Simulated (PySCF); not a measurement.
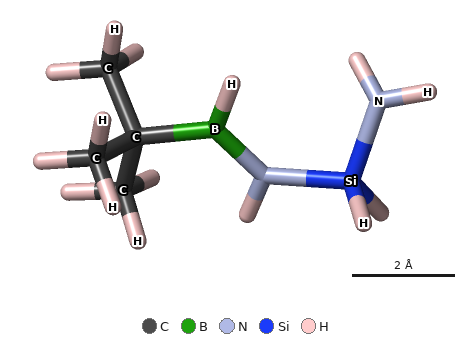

*The structure as given in the input (stick view, seen at a tilt).*

## C4H15BN2Si: NMR shielding calculation

The run: NMR shielding calculation of C4H15BN2Si, SMILES CC(C)(C)BN[SiH2]N. Method and program: GIAO PBE0/pcSseg-1 NMR shielding, non-relativistic, gas phase (PySCF 2.14.0).

The geometry comes from this level: GFN2-xTB. It belongs to a series of runs on one base structure; here: H on B replaced by tBu. Figures and captions count atoms from 1; the log counts them from 0 in places.

Input
```
{"job": {"kind": "nmr", "xc": "PBE0", "basis": "pcSseg-1"}, "charge": 0, "multiplicity": 1}
C     -1.733255     0.476759    -1.275722
C     -1.208590     0.262613     0.149977
C     -1.488373     1.539451     0.956549
C     -2.002434    -0.890130     0.787127
B      0.355952    -0.102845     0.221965
N      1.091775    -0.437752    -0.909910
Si     2.751728    -0.941543    -1.100748
N      3.631592    -0.299340     0.223628
H     -1.186728     1.277968    -1.771147
H     -1.635725    -0.431100    -1.869631
H     -2.788682     0.748739    -1.257566
H     -1.169789     1.418031     1.989050
H     -0.949894     2.384596     0.532198
H     -2.552902     1.774263     0.950490
H     -1.675952    -1.057390     1.810869
H     -1.852736    -1.813001     0.229763
H     -3.068617    -0.662334     0.797136
H      0.904367    -0.100623     1.257820
H      0.581471    -0.440214    -1.781140
H      2.880222    -2.399672    -1.025105
H      3.127546    -0.445029    -2.437746
H      4.628174    -0.421628     0.279089
H      3.356099     0.587167     0.612251
```

The first line tells a small driver script what to run in PySCF; the rest is the geometry in Å.

Hardware: 1 CPU thread, shared host.

Command:
```bash
OMP_NUM_THREADS=1 python <driver script> task.json out
```

The program's output
```
coarse grid: 18480 points
cycle   1  E = -584.7153686555  dE =  6.009e-01  |g| = 6.517e-01  |ddm| = 4.024e+00
cycle   2  E = -584.6616889277  dE =  5.368e-02  |g| = 8.213e-01  |ddm| = 1.312e+00
cycle   3  E = -584.8174365933  dE = -1.557e-01  |g| = 6.275e-02  |ddm| = 7.847e-01
cycle   4  E = -584.8181502513  dE = -7.137e-04  |g| = 2.957e-02  |ddm| = 7.089e-02
cycle   5  E = -584.8183458810  dE = -1.956e-04  |g| = 6.898e-03  |ddm| = 2.542e-02
cycle   6  E = -584.8183553159  dE = -9.435e-06  |g| = 2.670e-03  |ddm| = 7.637e-03
final grid: 170536 points
cycle   7  E = -584.8605435665  dE = -6.203e-05  |g| = 1.159e-02  |ddm| = 4.113e-02
cycle   8  E = -584.8605234147  dE =  2.015e-05  |g| = 1.488e-02  |ddm| = 2.401e-02
cycle   9  E = -584.8605764887  dE = -5.307e-05  |g| = 8.684e-04  |ddm| = 1.341e-02
cycle  10  E = -584.8605766269  dE = -1.383e-07  |g| = 3.520e-04  |ddm| = 8.943e-04
cycle  11  E = -584.8605766524  dE = -2.545e-08  |g| = 8.897e-05  |ddm| = 2.971e-04
cycle  12  E = -584.8605766539  dE = -1.484e-09  |g| = 3.225e-05  |ddm| = 8.002e-05
cycle  13  E = -584.8605766541  dE = -2.215e-10  |g| = 5.618e-06  |ddm| = 2.392e-05
```

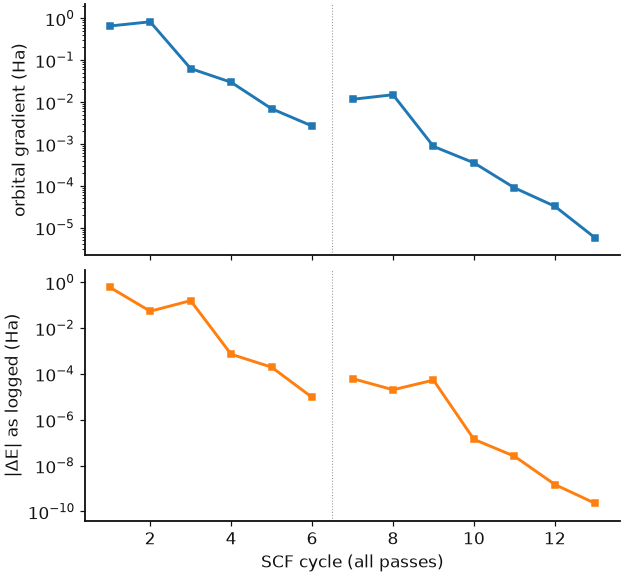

*Convergence of the self-consistent field: orbital gradient and size of the energy change against the SCF cycle. The dotted line marks the change from a coarse to the final integration grid.*

The first 6 cycles use a coarse grid, the final grid takes over at cycle 7, and the field converges after 13 cycles in all.

```
converged SCF energy = -584.8605766541

GIAO shielding tensors (ppm)
atom      isotropic    diamagn.    paramagn.     s11        s22        s33       span
  0 C      159.711     250.521     -90.810    146.891    147.075    185.167     38.276
  1 C      161.511     246.490     -84.979    151.854    162.523    170.157     18.303
  2 C      157.134     249.038     -91.904    138.646    147.421    185.334     46.688
  3 C      158.842     249.143     -90.301    142.695    147.659    186.172     43.477
  4 B       54.186     197.331    -143.145      8.227     41.628    112.704    104.477
  5 N      151.731     325.428    -173.697     56.454    170.835    227.903    171.449
  6 Si     383.266     879.381    -496.115    359.971    367.024    422.804     62.832
  7 N      259.409     317.019     -57.609    215.481    259.495    303.253     87.772
  8 H       30.776      33.095      -2.319     27.004     28.586     36.740      9.736
  9 H       30.716      33.246      -2.530     26.773     29.071     36.305      9.532
 10 H       30.902      32.373      -1.470     27.281     29.024     36.403      9.122
 11 H       30.445      32.039      -1.594     26.617     27.940     36.779     10.162
 12 H       30.829      32.234      -1.405     26.795     28.498     37.193     10.398
 13 H       30.941      32.070      -1.129     27.423     28.792     36.609      9.186
 14 H       30.549      31.985      -1.436     26.622     28.065     36.958     10.336
 15 H       30.991      32.118      -1.126     26.520     29.129     37.325     10.805
 16 H       30.919      31.874      -0.955     27.716     28.380     36.660      8.944
 17 H       26.483      35.416      -8.933     23.559     24.905     30.984      7.425
 18 H       27.729      35.931      -8.202     21.287     29.785     32.115     10.827
 19 H       26.365      28.500      -2.136     23.131     24.333     31.630      8.500
 20 H       26.288      28.388      -2.101     22.537     24.784     31.543      9.006
 21 H       31.698      27.211       4.488     24.250     26.600     44.245     19.995
 22 H       31.345      33.348      -2.004     23.479     29.221     41.334     17.855
```

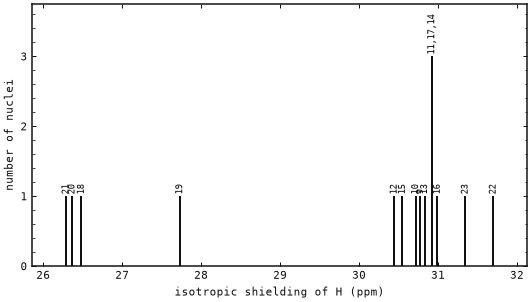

*Isotropic shieldings of the hydrogen nuclei in this fixed geometry, labelled by atom number; shielding grows to the right, so chemical shift grows to the left.*

The least shielded is H21 (26.3 ppm), the most shielded H22 (31.7 ppm).

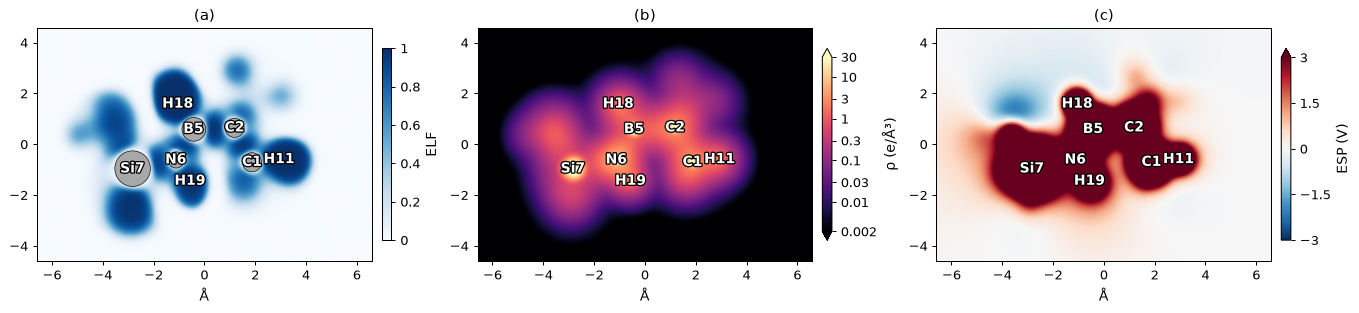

*(a) ELF; (b) electron density; (c) electrostatic potential on the plane of atoms B5, N6 and Si7. Grey discs, where drawn, cover atomic cores.*

Atoms in the plane: C, B, N, Si and H. C–H (1.09 Å): ρ is about 2 e/Å³ halfway; the ELF climbs to about 1 towards the hydrogen; a covalent bond by its length.

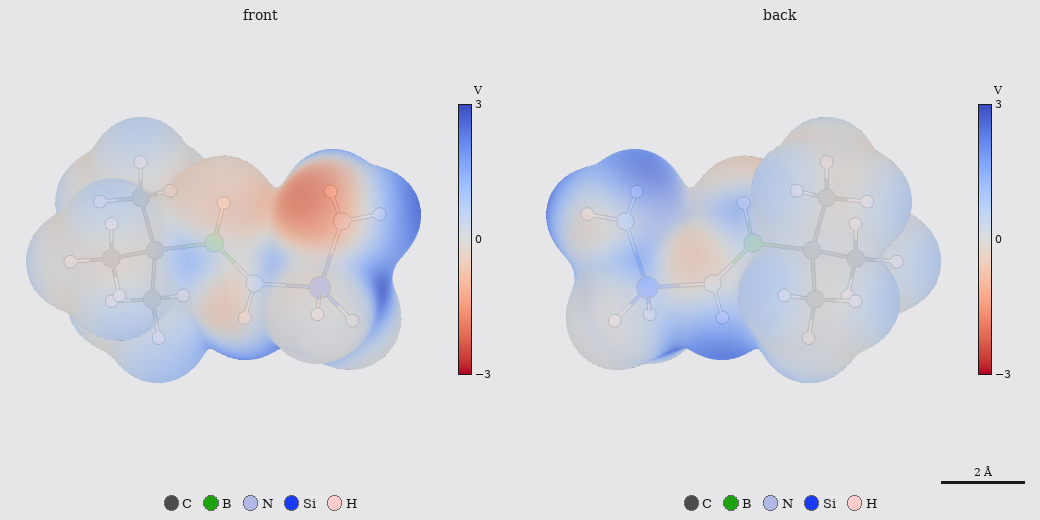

*The molecular electrostatic potential painted on the density surface at 0.004 e/bohr³, seen at a tilt and from behind; red is negative and blue positive.*

A positive charge is drawn to the negative regions and a negative charge to the positive ones. Its dipole moment is 1.55 D.

Summary

| quantity | value |
| --- | --- |
| outcome | converged |
| total energy | −584.860577 hartree |
| HOMO | −7.35 eV |
| LUMO | 0.33 eV |
| dipole moment | 1.55 D |
| isotropic shielding, C | 157.1 to 161.5 ppm |
| isotropic shielding, B | 54.2 ppm |
| isotropic shielding, N | 151.7 to 259.4 ppm |
| isotropic shielding, Si | 383.3 ppm |
| isotropic shielding, H | 26.3 to 31.7 ppm |
| wall time | 60 s |
| peak memory | 1.1 GiB |
